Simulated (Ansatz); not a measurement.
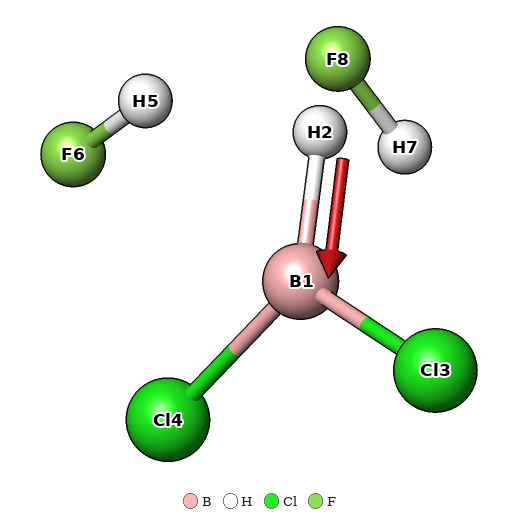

The arrows show one normal mode. Harmonic vibrations computed with RKS PBE0-D4/def2-TZVP (Ansatz 0.2.0) at a stationary point of the same level.

> What kind of motion is it?

Mostly B–H stretching.

> Estimate its harmonic wavenumber.

2730 cm⁻¹; it is mode 16 of 18 counted from the lowest.
